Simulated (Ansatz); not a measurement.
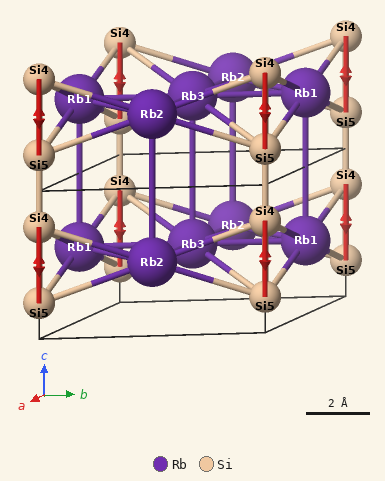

A relaxation of crystalline Rb3Si2 (a generated structure, set up in P6/mmm) (coarse preliminary run). The starting structure is drawn; red arrows show the displacements (the part carried along by the change of the cell is left out), 50 times their true length.

Style: ball-and-stick. Shown: the cell of the calculation, repeated 1 × 1 × 2 with one cell outlined, slightly off an axis.

The calculation used Ansatz 0.2.0, DFT PBE, scalar-relativistic, plane waves, PAW.

The input:
```yaml
crystal:
  lattice:
    - [7.2798387412, 0.0, 0.0]
    - [-3.6399193706, 6.3045252854, 0.0]
    - [0.0, 0.0, 4.76869209]
  atoms:
    - { symbol: Rb, position: [0.5, 0.0, 0.5] }
    - { symbol: Rb, position: [0.0, 0.5, 0.5] }
    - { symbol: Rb, position: [0.5, 0.5, 0.5] }
    - { symbol: Si, position: [0.0, 0.0, 0.7562048839] }
    - { symbol: Si, position: [0.0, 0.0, 0.2437951161] }
basis:
  ecutwfc: 420
kpoints:
  mp_grid: { grid: [3, 3, 4] }
hamiltonian:
  xc: pbe
scf:
  occupations: { method: gaussian, width: 0.1 }
  lower_state_search: "off"
output:
  forces: true
  stress: true
  eigenvalues: true
relax:
  adjacent_minimum: "off"
  f_tol: 0.04
  max_steps: 70
  cell: { stress_tol: 0.4 }
```

Launched with:
```bash
ansatz run input.yaml --threads 1 --pin off --max-ram 2048MiB --backend cpu --events-out ev --progress --plain --runs-dir out
```

Q: Which element moves most?

A: Silicon: up to 0.032 Å, against 0.000 Å for rubidium.

Q: What did the optimiser do to the structure, and how much energy did it gain?

A: Over 6 accepted moves (7 points after the start) the energy falls by 79.0 meV per atom. The largest force component goes from 0.63 to 0.0021 eV/Å. Pressure: 0.59 GPa at the start and 0.02 GPa at the end. At 1 point the geometry stayed and the basis and grid were re-selected for the new cell (energy shift of 0.5 meV per atom at most each time). The largest moves relative to the cell, 0.032 Å, are those of Si4 and Si5. Si5 goes along +c. Rb stays in place. The volume changes by +11.9 %, with a = b 7.280 → 7.955 Å (+9.3 %), c 4.769 → 4.469 Å (−6.3 %). Among the contacts that change: Rb1–Rb2 3.640 → 3.978 Å, Rb1–Rb1 4.769 → 4.469 Å, Rb1–Si4 3.839 → 4.130 Å, Si4–Si5 2.444 → 2.225 Å. The space group stays P6/mmm (No. 191). The run took 20 s on 1 thread of AMD EPYC 7R43 64-Core Processor (Zen 3), with other jobs on the host, peak memory 0.47 GiB.
